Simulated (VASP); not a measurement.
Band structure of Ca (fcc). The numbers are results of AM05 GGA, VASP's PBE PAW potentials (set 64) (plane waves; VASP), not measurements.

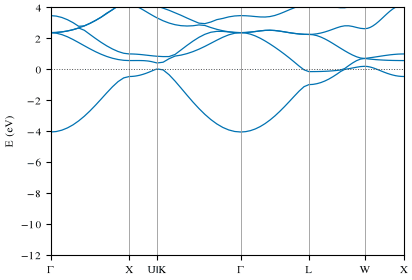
*Bands along high-symmetry lines, zero at the valence-band maximum or, without a gap, the Fermi level*

Q: Read the plot: is there a gap, and where are the band edges?

A: It has no gap at this level: it comes out as a metal or semimetal. (Edges off the drawn lines would not show.)

The compound is Ca in the fcc structure. It was relaxed first.
